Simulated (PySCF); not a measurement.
**CH6BGaTe (SMILES C[B]([GaH2])[TeH]): levels of theory compared**

Aim: a comparison of 3 runs (HF/def2-SVPD, TPSS/def2-SVPD, PBE/def2-TZVP) of CH6BGaTe. Input form: a Python script.

The calculation is run with PySCF 2.14.0.

**1. The system as given**

The species is CH6BGaTe (10 atoms), meant as a singlet with charge 0. SMILES: `C[B]([GaH2])[TeH]`. Geometry: a GFN2-xTB relaxation, a rough one for these elements and not checked as a minimum. This is one conformer, not always the lowest.

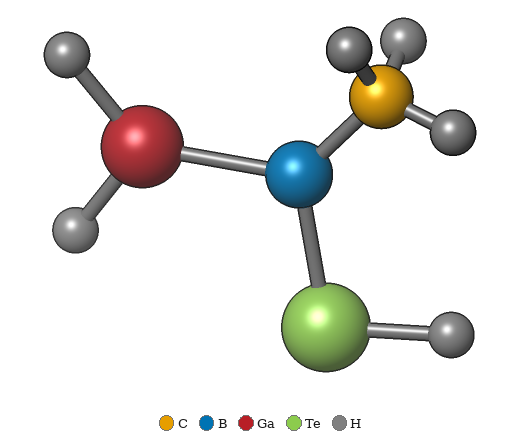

Viewed from a chosen angle; carbon amber, boron blue, gallium red, tellurium green, hydrogen grey.

**2. Energy and gradient at HF/def2-SVPD (core potential) (run 1)**

calc.py reads:

```python
import pyscf.grad
from pyscf import gto

mol = gto.Mole()
mol.atom = [
    ('C', (0.068380, 1.469110, -0.052710)),
    ('B', (-0.027030, -0.091080, -0.191980)),
    ('Ga', (0.115820, -1.508040, 1.323590)),
    ('Te', (-0.345830, -1.165270, -1.948020)),
    ('H', (0.846060, 1.771100, 0.653900)),
    ('H', (-0.867470, 1.849140, 0.368650)),
    ('H', (0.235880, 2.005520, -0.988810)),
    ('H', (-0.251310, -3.042160, 1.012160)),
    ('H', (0.626820, -1.395770, 2.835230)),
    ('H', (-0.401310, 0.107460, -3.012010)),
]
mol.basis = 'def2-svpd'
mol.spin = 0
mol.ecp = {'Te': 'def2-svp'}
mol.charge = 0
mol.max_memory = 1860
mol.verbose = 4
mol.build()

mf = mol.RHF()
mf.conv_tol = 1e-10
mf.kernel()
if not mf.converged:
    mf = mf.newton().run(mf.mo_coeff, mf.mo_occ)

energy = mf.e_tot
print('E = %.10f Eh' % energy)
grad = mf.Gradients().kernel()
dip = mf.dip_moment()
pop, q = mf.mulliken_pop()
```

Launch:

```console
$ OMP_NUM_THREADS=1 python calc.py
```

Log:

```text
PySCF version 2.14.0

[... 74 lines left out ...]
converged SCF energy = -2255.97074846631
[... 12 lines left out ...]
Dipole moment(X, Y, Z, Debye): -0.12752,  1.90873, -0.62381
[... 133 lines left out ...]
pop of  6 H 2py           0.00815
pop of  6 H 2pz           0.01421
pop of  6 H 3px           0.02355
pop of  6 H 3py           0.01229
pop of  6 H 3pz           0.02640
pop of  7 H 1s            0.69407
pop of  7 H 2s            0.50700
pop of  7 H 2px           0.00056
pop of  7 H 2py           0.00617
pop of  7 H 2pz           0.00073
pop of  7 H 3px           0.00008
pop of  7 H 3py          -0.00698
pop of  7 H 3pz           0.00458
pop of  8 H 1s            0.69338
pop of  8 H 2s            0.48599
pop of  8 H 2px           0.00088
pop of  8 H 2py           0.00070
pop of  8 H 2pz           0.00607
pop of  8 H 3px          -0.00137
pop of  8 H 3py           0.00658
pop of  8 H 3pz          -0.01318
pop of  9 H 1s            0.67844
pop of  9 H 2s            0.33956
pop of  9 H 2px           0.00272
pop of  9 H 2py           0.00831
pop of  9 H 2pz           0.00600
pop of  9 H 3px           0.01443
pop of  9 H 3py          -0.00369
pop of  9 H 3pz          -0.00102
 ** Mulliken atomic charges  **
charge of    0C =     -0.01351
charge of    1B =     -0.18165
charge of    2Ga =      0.60798
charge of    3Te =     -0.09075
charge of    4H =      0.05235
charge of    5H =      0.04232
charge of    6H =      0.01325
charge of    7H =     -0.20622
charge of    8H =     -0.17905
charge of    9H =     -0.04472
```

It took 59 s on 1 thread of Intel Xeon at 2.70GHz, shared host; peak memory 0.76 GiB.

**3. Energy and forces at TPSS/def2-SVPD (core potential) (run 2)**

job.py reads:

```python
import pyscf.grad
from pyscf import gto, dft

system = gto.Mole()
system.atom = [
    ('C', (0.068380, 1.469110, -0.052710)),
    ('B', (-0.027030, -0.091080, -0.191980)),
    ('Ga', (0.115820, -1.508040, 1.323590)),
    ('Te', (-0.345830, -1.165270, -1.948020)),
    ('H', (0.846060, 1.771100, 0.653900)),
    ('H', (-0.867470, 1.849140, 0.368650)),
    ('H', (0.235880, 2.005520, -0.988810)),
    ('H', (-0.251310, -3.042160, 1.012160)),
    ('H', (0.626820, -1.395770, 2.835230)),
    ('H', (-0.401310, 0.107460, -3.012010)),
]
system.spin = 0
system.max_memory = 1860
system.charge = 0
system.verbose = 3
system.basis = 'def2-svpd'
system.ecp = {'Te': 'def2-svp'}
system.build()

mf = dft.RKS(system)
mf.xc = 'tpss'
mf.conv_tol = 1e-10
mf.grids.level = 5
mf.kernel()
if not mf.converged:
    mf = mf.newton().run(mf.mo_coeff, mf.mo_occ)

e_final = mf.e_tot
print('Final energy', e_final)
grad = mf.Gradients().kernel()
mf.analyze()
```

Launch:

```console
$ OMP_NUM_THREADS=1 python job.py
```

Log:

```text
converged SCF energy = -2259.04111848726
[... 16 lines left out ...]
MO #7   energy= -6.62640549075127  occ= 2
[... 13 lines left out ...]
MO #21  energy= -0.724556914700975 occ= 2
[... 13 lines left out ...]
MO #35  energy= -0.236530806048336 occ= 2
[... 13 lines left out ...]
MO #49  energy= 0.0718354369865127 occ= 0
[... 13 lines left out ...]
MO #63  energy= 0.191078605746512  occ= 0
[... 13 lines left out ...]
MO #77  energy= 0.313042077502499  occ= 0
[... 13 lines left out ...]
MO #91  energy= 0.456172162888792  occ= 0
[... 13 lines left out ...]
MO #105 energy= 0.62958721018592   occ= 0
[... 13 lines left out ...]
MO #119 energy= 0.97489511140581   occ= 0
[... 13 lines left out ...]
MO #133 energy= 1.68864836080132   occ= 0
[... 13 lines left out ...]
MO #147 energy= 2.15279832678449   occ= 0
[... 13 lines left out ...]
MO #161 energy= 52.8963870782425   occ= 0
[... 11 lines left out ...]
Dipole moment(X, Y, Z, Debye): -0.23298,  1.60993, -1.24620
```

Run time: 2.8 min. Hardware: 1 thread of Intel Xeon at 2.70GHz, shared host; peak memory 2 GiB.

**4. Energy and gradient at PBE/def2-TZVP (core potential) (run 3)**

calc.py reads:

```python
# C[B]([GaH2])[TeH]
from pyscf import gto, dft

molecule = gto.M(
    atom='''
C      0.129219     2.776216    -0.099607
B     -0.051079    -0.172116    -0.362790
Ga     0.218868    -2.849783     2.501223
Te    -0.653524    -2.202041    -3.681224
H      1.598822     3.346894     1.235692
H     -1.639281     3.494368     0.696648
H      0.445749     3.789884    -1.868580
H     -0.474907    -5.748849     1.912705
H      1.184518    -2.637623     5.357808
H     -0.758366     0.203070    -5.691874
''',
    max_memory=1860,
    verbose=4,
    ecp={'Te': 'def2-svp'},
    basis='def2-tzvp',
    spin=0,
    unit='bohr',
)

mf = dft.RKS(molecule, xc='pbe')
mf.grids.level = 5
mf.conv_tol = 1e-10
mf.kernel()
if not mf.converged:
    mf = mf.newton().run(mf.mo_coeff, mf.mo_occ)

e_final = mf.e_tot
print(f'total energy: {e_final:.8f} hartree')
grad = mf.nuc_grad_method().kernel()
dip = mf.dip_moment()
pop, q = mf.mulliken_pop()
```

Launch:

```console
$ OMP_NUM_THREADS=1 python calc.py
```

Log:

```text
PySCF version 2.14.0

[... 93 lines left out ...]
converged SCF energy = -2259.04123683672
total energy: -2259.04123684 hartree
[... 12 lines left out ...]
Dipole moment(X, Y, Z, Debye): -0.23389,  1.64231, -1.28109
[... 168 lines left out ...]
pop of  5 H 2s            0.45788
pop of  5 H 3s            0.10444
pop of  5 H 2px           0.00954
pop of  5 H 2py           0.00657
pop of  5 H 2pz           0.00590
pop of  6 H 1s            0.27386
pop of  6 H 2s            0.46228
pop of  6 H 3s            0.11744
pop of  6 H 2px           0.00485
pop of  6 H 2py           0.00721
pop of  6 H 2pz           0.00953
pop of  7 H 1s            0.22905
pop of  7 H 2s            0.52136
pop of  7 H 3s            0.33590
pop of  7 H 2px           0.00049
pop of  7 H 2py           0.00280
pop of  7 H 2pz           0.00108
pop of  8 H 1s            0.22806
pop of  8 H 2s            0.51804
pop of  8 H 3s            0.32581
pop of  8 H 2px           0.00058
pop of  8 H 2py           0.00108
pop of  8 H 2pz           0.00274
pop of  9 H 1s            0.22903
pop of  9 H 2s            0.52001
pop of  9 H 3s            0.20267
pop of  9 H 2px           0.00302
pop of  9 H 2py           0.00655
pop of  9 H 2pz           0.00510
 ** Mulliken atomic charges  **
charge of    0C =     -0.39563
charge of    1B =      0.02019
charge of    2Ga =      0.01097
charge of    3Te =      0.08095
charge of    4H =      0.14494
charge of    5H =      0.14715
charge of    6H =      0.12483
charge of    7H =     -0.09069
charge of    8H =     -0.07633
charge of    9H =      0.03362
```

Run time: 3.5 min. Hardware: 1 thread of Intel Xeon at 2.70GHz, shared host; peak memory 3 GiB.

**5. Overview of the runs**

```csv
run,level,integration grid,energy (Eh),dipole moment (D),HOMO energy (eV),LUMO energy (eV),wall time
1,HF/def2-SVPD (core potential),–,-2255.970748,2.01,-9.22,0.40,59 s
2,TPSS/def2-SVPD (core potential),5,-2259.041118,2.05,-6.22,-3.18,2.8 min
3,PBE/def2-TZVP (core potential),5,-2259.041237,2.10,-6.08,-3.28,3.5 min
```

**6. Summary of results**

```
                       quantity           value
            run 3: total energy  -2259.04124 Eh
           run 3: dipole moment          2.10 D
             run 3: HOMO energy        -6.08 eV
             run 3: LUMO energy        -3.28 eV
           run 3: HOMO–LUMO gap         2.80 eV
run 3: largest force on an atom      0.782 eV/Å
```

In words: The dipole moment (its size) runs from 2.01 D (HF/def2-SVPD) to 2.10 D (PBE/def2-TZVP). The two ends differ in method and basis. The HOMO–LUMO gap runs from 2.80 eV (PBE/def2-TZVP) to 9.62 eV (HF/def2-SVPD). Totals of different functionals can't be ranked against each other. All runs together took 7.3 min, the longest 3.5 min.
